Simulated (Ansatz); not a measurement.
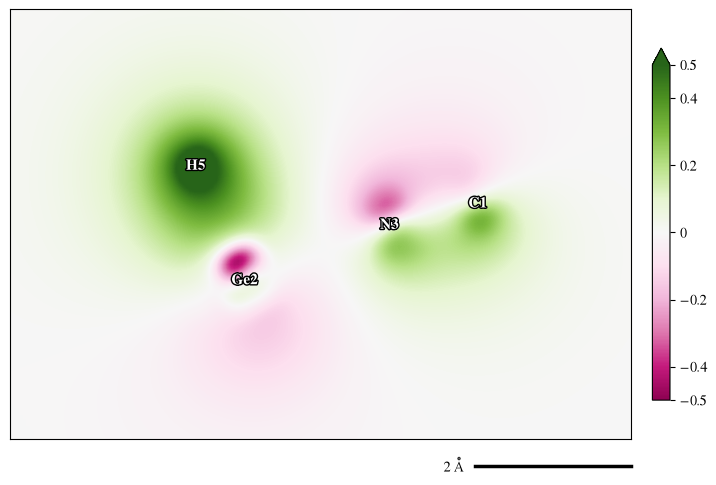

The picture shows: CH₂GeN (SMILES [C-]#[N+][GeH2-]) (charge −1). The HOMO−1 on the plane of atoms N3, Ge2 and H5 (values in Å⁻³ᐟ²; the overall sign is arbitrary).

Geometry: r2SCAN-D4/def2-SVPD.

Method: isolated molecule in a Gaussian basis; Kohn-Sham density functional theory, functional PBE0 in Ansatz 0.2.0.

Input

```
crystal:
  periodic: [false, false, false]
  atoms:
    - {symbol: C, position_ang: [-1.509972, 2.425639, -1.258731]}
    - {symbol: Ge, position_ang: [0.015578, -0.299610, -0.836654]}
    - {symbol: "N", position_ang: [-0.824264, 1.479228, -1.104856]}
    - {symbol: H, position_ang: [0.997340, 0.260756, 0.299878]}
    - {symbol: H, position_ang: [1.107149, -0.031175, -1.979461]}
basis:
  gaussian: {orbitals: def2-TZVPD}
total_charge: -1
hamiltonian: {xc: {name: PBE0}}
output: {forces: true, orbitals: {seedname: orbitals}}
```

Run with:

```sh
ansatz run input.yaml --threads 2 --pin off --max-ram 4350MiB --events-out events.jsonl --progress --plain --runs-dir runs
```

> What is the character of this orbital?

It lies mainly on Ge2 (about 35 %), H4 (about 25 %), H5 (about 25 %), N3 (about 10 %) and C1 (about 10 %). Its energy is −3.28 eV.
